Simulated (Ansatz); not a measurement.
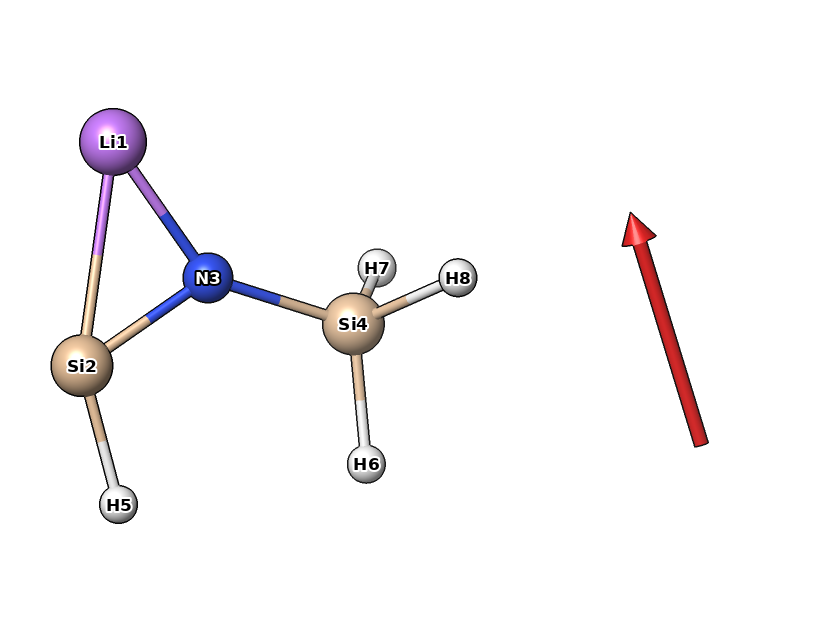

The arrow beside the molecule shows the direction of the dipole moment, from the negative to the positive end (its length means nothing). The geometry was computed by an optimisation with PBE-D4/def2-SVP. No frequency run is at hand to confirm it as a minimum. Method: RKS PBE-D4/def2-SVP (Ansatz 0.2.0).

### How large is the dipole moment?

4.80 D; it points from the side of H6 to the side of Li1 (the outermost atoms at the two ends).
